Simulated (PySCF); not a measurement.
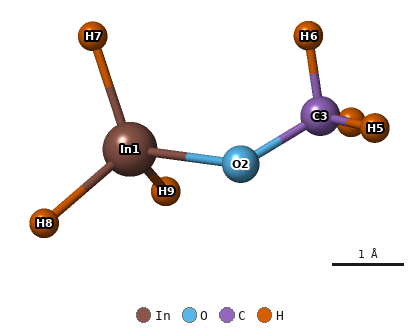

*The starting structure (ball-and-stick view, seen at a tilt; atoms are numbered from 1 in the order of the input). Sticks mark near contacts.*

**Geometry relaxation, with input and output: CH$_{6}$InO (charge −1)**

- system: CH$_{6}$InO, charge −1
- method: PBE0-D3(BJ)/def2-SVP geometry optimisation, gas phase (PySCF 2.14.0)

It belongs to a series of runs on one base structure; here: one ligand: H to OMe.

**Input file**
```
{"job": {"xc": "PBE0", "basis": "def2-SVP", "d3": "d3bj", "grid": 1, "maxiter": 30, "shake": 0.03, "kind": "geom"}, "charge": -1, "multiplicity": 1}
In    -0.315930     0.529130    -1.323780
O     -0.326310     0.527510     0.722760
C      0.262690    -0.521910     1.327730
H     -0.003490    -1.489860     1.072550
H      0.213890    -0.423540     2.417440
H      1.391480    -0.549280     1.119710
H      1.261010     0.603200    -1.900800
H     -1.176840     2.048480    -1.654880
H     -1.173760    -0.793170    -1.806370
```

The first line tells a small driver script what to run in PySCF; the rest is the geometry in Å.

Machine: 1 CPU thread, shared host.

Launch command:
```bash
OMP_NUM_THREADS=1 python <driver script> task.json out
```

**The program's output**
```
step   0  E = -306.83648937  max force = 0.054841
step   1  E = -306.85157009  max force = 0.005678
step   2  E = -306.85213669  max force = 0.001950
step   3  E = -306.85219523  max force = 0.000767
step   4  E = -306.85220219  max force = 0.000285
optimisation converged
```

**Trajectory as extended XYZ (Å, eV, eV/Å), 5 frames, from step=0 to step=4**
```
9
Properties=species:S:1:pos:R:3:forces:R:3 step=0 energy=-8349.44616
In   -0.3159    0.5291   -1.3238   -0.4699   1.5185  -0.1827
O    -0.3263    0.5275    0.7228   -0.6125   0.0868   0.4083
C     0.2627   -0.5219    1.3277    2.7130   2.8126   0.4418
H    -0.0035   -1.4899    1.0725   -1.4308  -2.8200  -0.8232
H     0.2139   -0.4235    2.4174   -0.1606  -0.1951   0.7793
H     1.3915   -0.5493    1.1197   -0.3291  -0.0620   0.2561
H     1.2610    0.6032   -1.9008    1.2188  -0.0150  -0.3145
H    -1.1768    2.0485   -1.6549   -0.0753   0.1207  -0.0859
H    -1.1738   -0.7932   -1.8064   -0.8535  -1.4466  -0.4792
9
Properties=species:S:1:pos:R:3:forces:R:3 step=1 energy=-8349.85652
In   -0.3482    0.5839   -1.3688   -0.1053   0.1625   0.1251
O    -0.2910    0.5439    0.7579    0.2468  -0.0667  -0.1927
C     0.3257   -0.5059    1.3697    0.1503   0.1556  -0.0846
H    -0.0849   -1.5002    1.0781   -0.0316  -0.2540   0.0415
H     0.2258   -0.4537    2.4823   -0.0436  -0.0189   0.0472
H     1.4435   -0.6070    1.2014   -0.2920   0.1416  -0.0608
H     1.3490    0.6642   -1.9604   -0.1074  -0.0779   0.0642
H    -1.2437    2.1016   -1.7137    0.0594  -0.1385   0.0147
H    -1.2434   -0.8963   -1.8721    0.1234   0.0963   0.0454
9
Properties=species:S:1:pos:R:3:forces:R:3 step=2 energy=-8349.87194
In   -0.3526    0.5955   -1.3593   -0.0442   0.0467   0.0282
O    -0.2897    0.5456    0.7511    0.0312  -0.0751  -0.0327
C     0.3209   -0.5075    1.3586    0.0773   0.1003  -0.0159
H    -0.0830   -1.5168    1.0822   -0.0267  -0.0219   0.0114
H     0.2336   -0.4528    2.4741   -0.0301  -0.0156  -0.0035
H     1.4267   -0.5877    1.1686   -0.0325  -0.0057  -0.0116
H     1.3440    0.6473   -1.9301   -0.0259  -0.0433   0.0193
H    -1.2393    2.0961   -1.7185   -0.0038  -0.0161  -0.0019
H    -1.2279   -0.8892   -1.8525    0.0548   0.0308   0.0067
9
Properties=species:S:1:pos:R:3:forces:R:3 step=3 energy=-8349.87354
In   -0.3569    0.6023   -1.3553   -0.0137   0.0261  -0.0063
O    -0.2867    0.5465    0.7493    0.0085  -0.0102   0.0117
C     0.3242   -0.5061    1.3542   -0.0394   0.0083   0.0143
H    -0.0901   -1.5150    1.0843    0.0090   0.0084   0.0009
H     0.2371   -0.4518    2.4699    0.0094  -0.0018  -0.0024
H     1.4260   -0.5927    1.1566    0.0172  -0.0068  -0.0067
H     1.3397    0.6393   -1.9159    0.0107  -0.0163  -0.0032
H    -1.2472    2.0955   -1.7228   -0.0080   0.0018   0.0019
H    -1.2133   -0.8875   -1.8461    0.0064  -0.0094  -0.0102
9
Properties=species:S:1:pos:R:3:forces:R:3 step=4 energy=-8349.87372
In   -0.3587    0.6046   -1.3551   -0.0009   0.0146  -0.0002
O    -0.2867    0.5466    0.7502   -0.0061  -0.0013   0.0089
C     0.3240   -0.5059    1.3548   -0.0125  -0.0029  -0.0035
H    -0.0926   -1.5147    1.0883    0.0029   0.0076   0.0013
H     0.2428   -0.4504    2.4709    0.0052   0.0049  -0.0020
H     1.4249   -0.5954    1.1514    0.0098  -0.0060   0.0007
H     1.3394    0.6369   -1.9135    0.0053  -0.0069  -0.0026
H    -1.2516    2.0964   -1.7228   -0.0026  -0.0021   0.0046
H    -1.2089   -0.8875   -1.8498   -0.0011  -0.0079  -0.0073
```

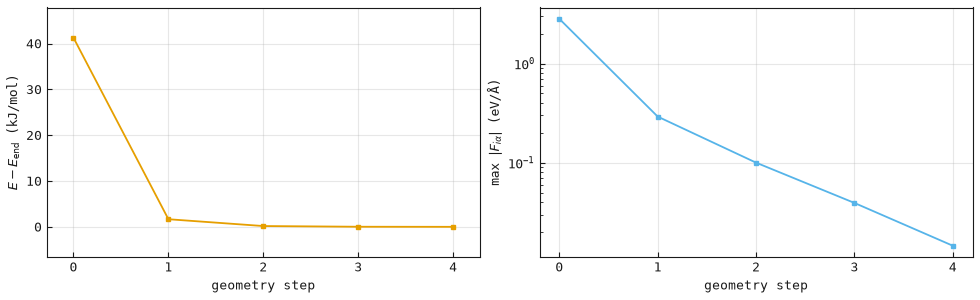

*Progress of the relaxation, step by step (steps are counted from 0).*

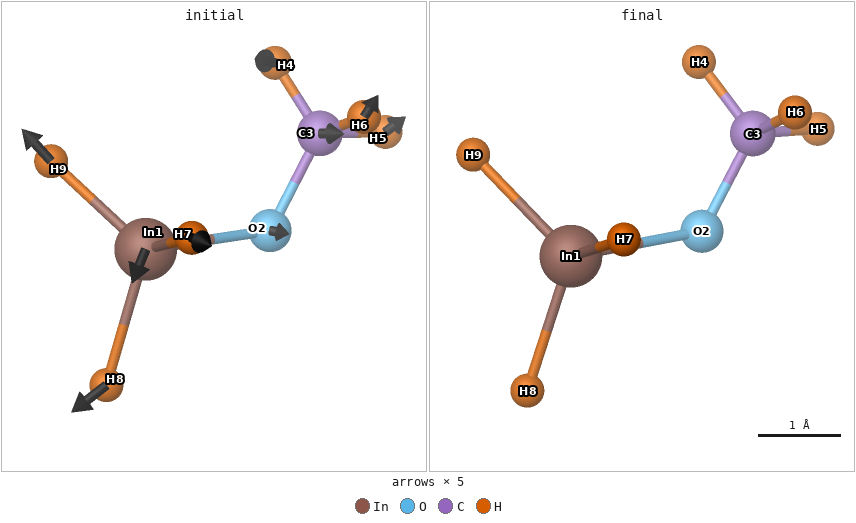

*Before (left) and after (right) the relaxation, at one scale (ball-and-stick view, seen at a tilt). The black arrows give the displacements, magnified 5 times.*

The energy falls by 41.3 kJ/mol in 4 geometry steps. The largest force component goes from 2.8 to 0.015 eV/Å. The largest moves after the best rigid fit, 0.11 Å, are those of H8 and H9. Largest moves by element: H 0.11 Å, In 0.09 Å, C 0.07 Å, O 0.05 Å. Distances before and after: In1–H9 1.648 → 1.787 Å, In1–H7 1.681 → 1.788 Å, C3–H4 1.036 → 1.123 Å, In1–O2 2.047 → 2.107 Å. Among the angles that change: O2–C3–H4 120.3° → 115.0°, O2–In1–H7 110.4° → 106.3°, H4–C3–H5 108.5° → 104.7°. (Atoms are counted from 1 in the order of the input.)

**Key numbers**

- outcome: converged
- total energy: −306.852202 hartree
- point group: C1
- wall time: 14 s
- peak memory: 0.33 GiB
